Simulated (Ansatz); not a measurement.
Dissociation curve of Al2(mu-OH)2(OMe)4, C4H14Al2O6, singlet. The Al1–O22 bond (Al1 also carries Al, O, O, O; O22 carries C) is pulled apart rigidly from the PBE0/def2-SVP optimised geometry.

```
26

Al     0.0000     0.0000     0.0000
Al     0.0034    -2.4741    -1.3925
O     -1.1789    -1.2376    -0.6993
H     -2.1372    -1.2333    -0.7110
O      0.0000     1.5105    -0.7791
C     -0.0060     2.0163    -2.0675
H     -0.9004     2.6430    -2.2453
H      0.8755     2.6605    -2.2462
H      0.0012     1.2301    -2.8478
O      1.1826    -1.2385    -0.6900
H      2.1410    -1.2390    -0.6851
O      0.0051    -3.9878    -0.6197
C      0.0139    -4.5004     0.6659
H     -0.8740    -5.1351     0.8477
H      0.9020    -5.1385     0.8339
H      0.0216    -3.7183     1.4504
O      0.0037    -2.4690    -3.0908
C      0.0270    -3.4008    -4.1151
H     -0.8519    -3.2852    -4.7770
H      0.9243    -3.2723    -4.7496
H      0.0290    -4.4454    -3.7500
O      0.0000     0.0000     1.6983
C     -0.0196     0.9365     2.7185
H     -0.0188     1.9795     2.3487
H     -0.9168     0.8136     3.3542
H      0.8596     0.8213     3.3800
```

- UKS-PBE0 = Ansatz (a program for electronic structure) with unrestricted PBE0/def2-SVP
- RKS-PBE0 = restricted PBE0/def2-SVP run with Ansatz
- UKS-PBE = Ansatz with unrestricted PBE/def2-SVP
- RKS-CAM-B3LYP = Ansatz with restricted CAM-B3LYP/def2-SVP
- UKS-CAM-B3LYP = unrestricted CAM-B3LYP/def2-SVP (Ansatz)

Energies are in kJ/mol, each relative to the lowest point of its own curve near equilibrium.

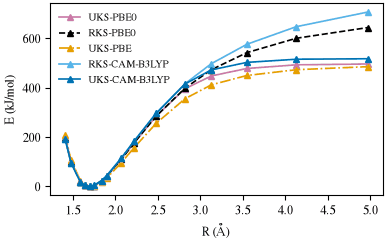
Figure. Energy against bond length for each method.

```json
[
 {"R / Å": "1.41", "UKS-PBE0": "197.3", "RKS-PBE0": "197.3", "UKS-PBE": "208.7", "RKS-CAM-B3LYP": "193.7", "UKS-CAM-B3LYP": "193.7"},
 {"R / Å": "1.48", "UKS-PBE0": "98.8", "RKS-PBE0": "98.8", "UKS-PBE": "107.4", "RKS-CAM-B3LYP": "96.1", "UKS-CAM-B3LYP": "96.1"},
 {"R / Å": "1.59", "UKS-PBE0": "19.8", "RKS-PBE0": "19.8", "UKS-PBE": "24.2", "RKS-CAM-B3LYP": "18.5", "UKS-CAM-B3LYP": "18.5"},
 {"R / Å": "1.64", "UKS-PBE0": "5.3", "RKS-PBE0": "5.3", "UKS-PBE": "7.6", "RKS-CAM-B3LYP": "4.5", "UKS-CAM-B3LYP": "4.5"},
 {"R / Å": "1.70", "UKS-PBE0": "0.0", "RKS-PBE0": "0.0", "UKS-PBE": "0.0", "RKS-CAM-B3LYP": "0.0", "UKS-CAM-B3LYP": "0.0"},
 {"R / Å": "1.75", "UKS-PBE0": "3.4", "RKS-PBE0": "3.4", "UKS-PBE": "1.5", "RKS-CAM-B3LYP": "4.0", "UKS-CAM-B3LYP": "4.0"},
 {"R / Å": "1.84", "UKS-PBE0": "22.3", "RKS-PBE0": "22.3", "UKS-PBE": "17.0", "RKS-CAM-B3LYP": "24.1", "UKS-CAM-B3LYP": "24.1"},
 {"R / Å": "1.90", "UKS-PBE0": "41.3", "RKS-PBE0": "41.3", "UKS-PBE": "33.7", "RKS-CAM-B3LYP": "43.8", "UKS-CAM-B3LYP": "43.8"},
 {"R / Å": "2.07", "UKS-PBE0": "109.4", "RKS-PBE0": "109.4", "UKS-PBE": "95.6", "RKS-CAM-B3LYP": "114.3", "UKS-CAM-B3LYP": "114.3"},
 {"R / Å": "2.22", "UKS-PBE0": "175.7", "RKS-PBE0": "175.7", "UKS-PBE": "156.5", "RKS-CAM-B3LYP": "182.8", "UKS-CAM-B3LYP": "182.8"},
 {"R / Å": "2.48", "UKS-PBE0": "284.4", "RKS-PBE0": "284.4", "UKS-PBE": "255.3", "RKS-CAM-B3LYP": "295.8", "UKS-CAM-B3LYP": "295.8"},
 {"R / Å": "2.82", "UKS-PBE0": "395.9", "RKS-PBE0": "398.1", "UKS-PBE": "355.4", "RKS-CAM-B3LYP": "416.0", "UKS-CAM-B3LYP": "415.1"},
 {"R / Å": "3.13", "UKS-PBE0": "447.9", "RKS-PBE0": "473.1", "UKS-PBE": "411.8", "RKS-CAM-B3LYP": "497.5", "UKS-CAM-B3LYP": "472.3"},
 {"R / Å": "3.55", "UKS-PBE0": "478.3", "RKS-PBE0": "542.6", "UKS-PBE": "449.8", "RKS-CAM-B3LYP": "576.4", "UKS-CAM-B3LYP": "503.0"},
 {"R / Å": "4.13", "UKS-PBE0": "493.0", "RKS-PBE0": "600.7", "UKS-PBE": "473.2", "RKS-CAM-B3LYP": "647.5", "UKS-CAM-B3LYP": "515.7"},
 {"R / Å": "4.97", "UKS-PBE0": "496.4", "RKS-PBE0": "643.9", "UKS-PBE": "485.6", "RKS-CAM-B3LYP": "706.7", "UKS-CAM-B3LYP": "517.7"}
]
```

At the longest distance, 4.97 Å, RKS-CAM-B3LYP lies highest above its minimum (706.7 kJ/mol) and UKS-PBE lowest (485.6 kJ/mol).

The unrestricted determinant behind UKS-PBE0, UKS-CAM-B3LYP is spin-contaminated at 2.82 to 4.97 Å (<S²> up to 1.0, against 0.00 for a pure singlet). The restricted form behind RKS-PBE0, RKS-CAM-B3LYP keeps the bonding electrons paired and can't separate into open-shell fragments. The unrestricted determinant behind UKS-PBE is spin-contaminated at 3.13 to 4.97 Å (<S²> up to 0.9, against 0.00 for a pure singlet).
